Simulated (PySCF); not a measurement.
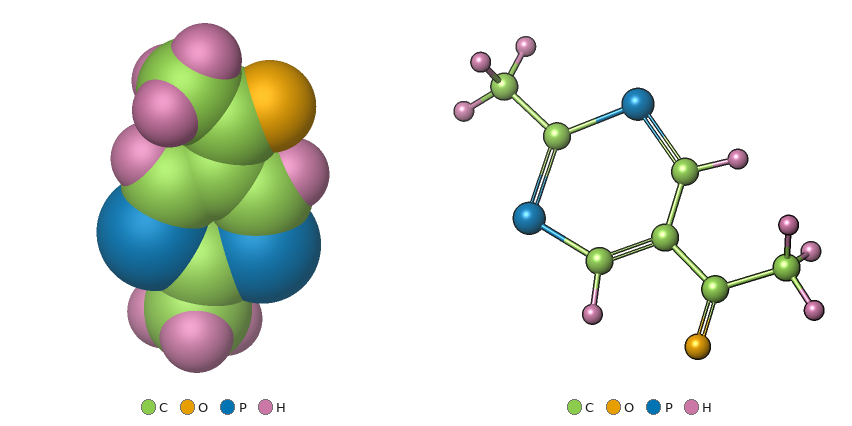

The same structure drawn twice, from different directions.

What is the molecular formula?

Answer. C₇H₈OP₂, 18 atoms: 7 carbon, 8 hydrogen, 1 oxygen and 2 phosphorus.

What is its SMILES?

Answer. CC(=O)c1cpc(C)pc1

Name some functional groups or characteristic bonds that it holds.

Answer. Among them: ketone.

Does it have rings?

Answer. Independent rings (smallest set): 1 of 6 members, 1 of them aromatic.

What is the point group of this geometry?

Answer. C1.

More results for the same structure follow; atom numbers are the same in all pictures, views and colours differ. The computed structure is the end point of a PBE0-D3(BJ)/def2-SVP optimisation. No frequency run is at hand to confirm it as a minimum.

### Charges

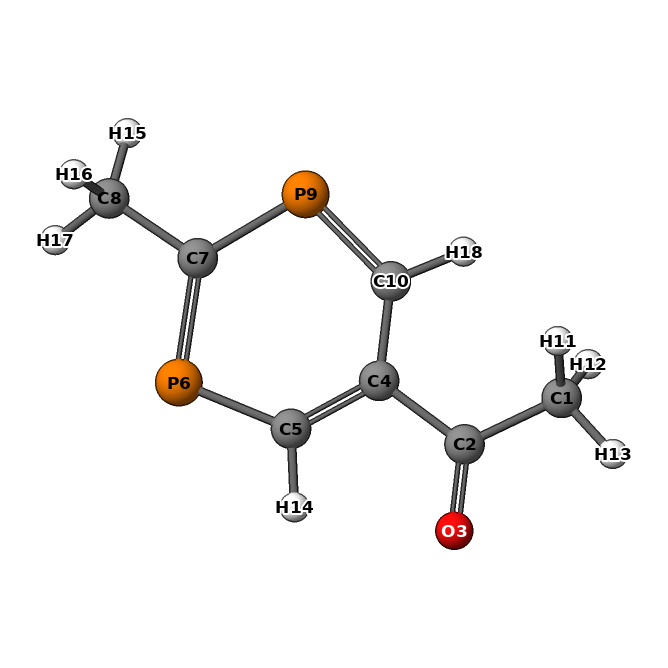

The questions are on Mulliken charges. No frequency run is at hand to confirm it as a minimum. Level of theory: PBE0/pcSseg-1 in acetone (IEF-PCM) (PySCF 2.14.0).

Give the Mulliken charges atom by atom.

```json
{"atom": "C1", "value (e)": "−0.27"}
{"atom": "C2", "value (e)": "0.29"}
{"atom": "O3", "value (e)": "−0.40"}
{"atom": "C4", "value (e)": "−0.28"}
{"atom": "C5", "value (e)": "−0.28"}
{"atom": "P6", "value (e)": "0.50"}
{"atom": "C7", "value (e)": "−0.77"}
{"atom": "C8", "value (e)": "−0.19"}
{"atom": "P9", "value (e)": "0.50"}
{"atom": "C10", "value (e)": "−0.33"}
{"atom": "H11", "value (e)": "0.17"}
{"atom": "H12", "value (e)": "0.17"}
{"atom": "H13", "value (e)": "0.15"}
{"atom": "H14", "value (e)": "0.15"}
{"atom": "H15", "value (e)": "0.14"}
{"atom": "H16", "value (e)": "0.16"}
{"atom": "H17", "value (e)": "0.14"}
{"atom": "H18", "value (e)": "0.16"}
```

### Levels of theory compared

No frequency run is at hand to confirm it as a minimum. Program: PySCF 2.14.0.

Tabulate HOMO energy (eV), HOMO–LUMO gap (eV) at these levels: KT2/pcSseg-1; PBE0/pcSseg-1; PBE0/pcSseg-1 in acetone (IEF-PCM); PBE0/pcSseg-1 in benzene (IEF-PCM); ωB97X-D/def2-SVPD.

```
                             level  HOMO energy (eV)  HOMO–LUMO gap (eV)
                      KT2/pcSseg-1             −6.19                3.00
                     PBE0/pcSseg-1             −7.46                5.01
PBE0/pcSseg-1 in acetone (IEF-PCM)             −7.41                5.04
PBE0/pcSseg-1 in benzene (IEF-PCM)             −7.42                5.03
                 ωB97X-D/def2-SVPD             −9.17                8.34
```

### Ring current

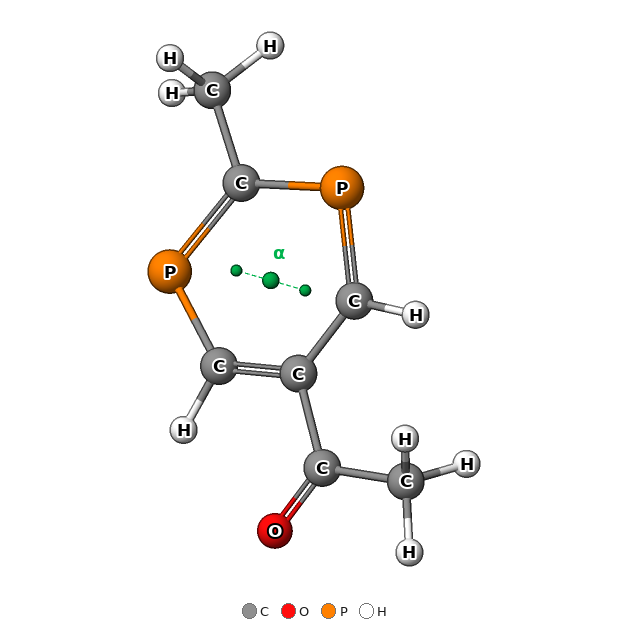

The small points mark where nucleus-independent chemical shifts (NICS) were computed: at the centre of each lettered ring and 1 Å above and below it. No frequency run is at hand to confirm it as a minimum. Properties computed with GIAO PBE0/pcSseg-1 NMR shielding, non-relativistic, IEF-PCM acetone (PySCF 2.14.0).

Give NICS(0), NICS(1) and the out-of-plane component NICS(1)zz for each ring (means of the two sides).

```csv
ring,members,NICS(0),NICS(1),NICS(1)zz
α,C4P2,−6.5,−10.0,−23.6
```

Values in ppm.

What do the values say about the ring currents?

Answer. Ring α: diatropic, as in an aromatic ring. NICS is one index among several.

Mulliken values depend strongly on the basis set and can even reverse the polarity of a bond.
